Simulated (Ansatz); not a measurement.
# Si₅W₄: what the fields show

```xyz
9

W     0.8805    1.2612    1.6979
W    -0.3683   -0.7977    1.8686
W    -1.2609    1.4876    0.5997
W     1.1747    1.5515   -0.6828
Si   -1.9994   -0.7625   -0.0338
Si    1.7259   -0.6892    0.4140
Si   -0.9639    0.7853   -1.7360
Si    0.9360   -0.6245   -1.9280
Si   -0.1247   -2.2116   -0.1995
```

Geometry: PBE-D4/def2-SVP; core potentials replace the inner electrons of W.

Level of theory: RKS PBE0-D4/def2-TZVP in Ansatz.

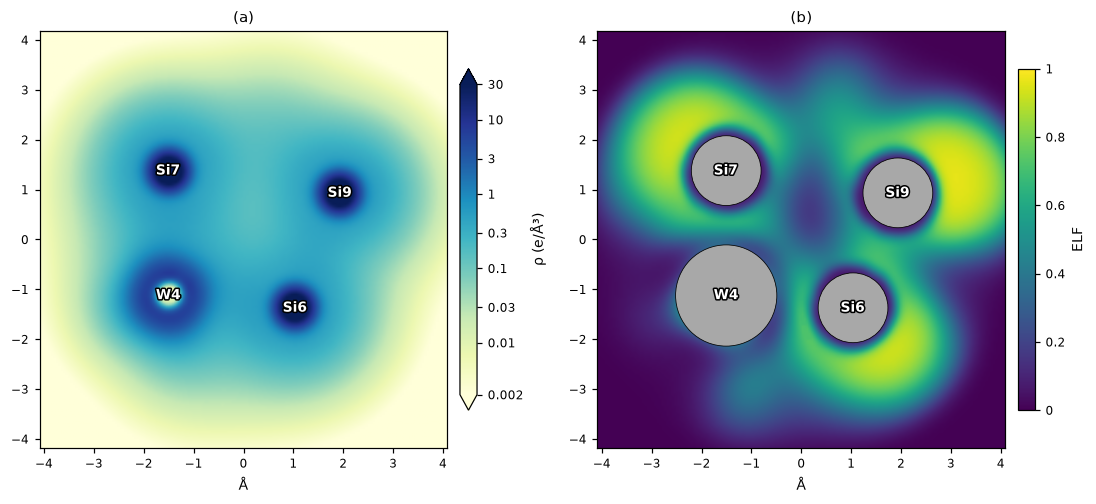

Figure 1. (a) electron density; (b) electron localisation function on the plane of atoms Si6, W4 and Si7. Grey discs cover the atomic cores in the ELF map.

What do the fields say about this system?

- Atoms in the plane: W and Si.
- Si–Si (2.47 Å): the density is about 0.4 e/Å³ at the midpoint; the ELF peaks at about 0.70 between the atoms.
- Si–W (2.50 Å): ρ is about 0.52 e/Å³ halfway; the ELF peaks at about 0.65 in the valence shell of Si, 1.0 Å from its nucleus, and is about 0.45 at the midpoint.
- Si–W (2.55 Å): ρ is about 0.49 e/Å³ halfway; the ELF peaks at about 0.65 in the valence shell of Si, 1.1 Å from its nucleus, and is about 0.50 at the midpoint.

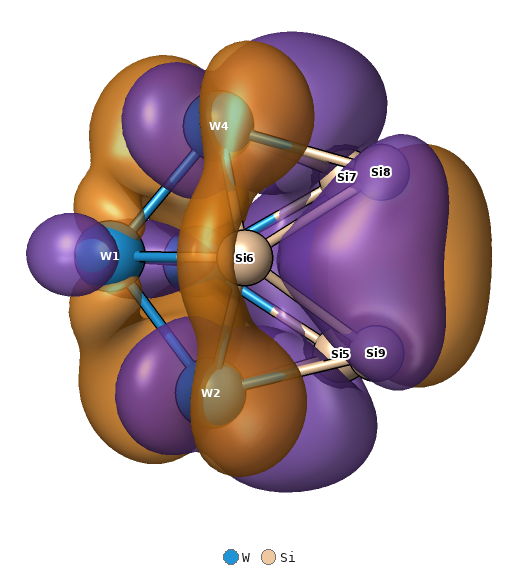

Figure 2. The HOMO−1 at ±0.05 Å⁻³ᐟ² (orange and purple are the two phases), seen across its widest extent.

What is the character of this orbital?

Its weight (Hirshfeld) is mainly on W3 (about 20 %), W2 (about 20 %), W4 (about 20 %), Si5 (about 10 %) and Si7 (about 10 %). Its energy is −5.00 eV.
